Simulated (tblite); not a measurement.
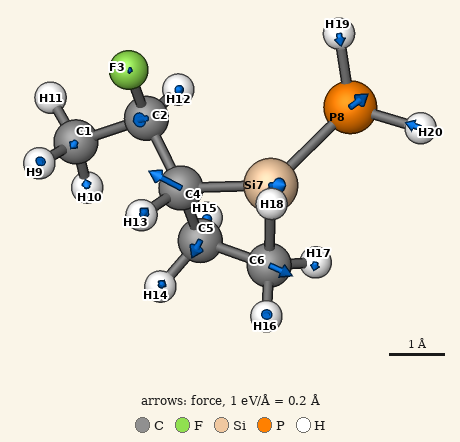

Starting geometry of C₅H₁₂FPSi with the computed forces as blue arrows. The picture is a ball-and-stick view, seen at a tilt.

Level of theory: tblite, GFN2-xTB geometry optimisation, gas phase. 

Question: Is this structure relaxed? If not, where do the atoms go?

Answer: It isn't relaxed: the largest force vector, on C4, is 3.75 eV/Å. The final displacements have little in common with the starting forces (cosine between the two patterns 0.25). The atom that moves furthest after the best rigid fit is H19 (0.70 Å). By element the largest moves are H 0.70 Å, F 0.39 Å, P 0.35 Å, C 0.22 Å, Si 0.16 Å. Some distances before and after: C4–Si7 1.823 → 1.924 Å, P8–H20 1.474 → 1.385 Å, Si7–P8 2.159 → 2.240 Å, P8–H19 1.446 → 1.383 Å. Among the angles between lasting bonds that change: Si7–P8–H19 115.3° → 94.2°, Si7–P8–H20 107.3° → 95.3°, H19–P8–H20 104.2° → 92.9°. The energy falls by 1.314 eV in 113 geometry steps.
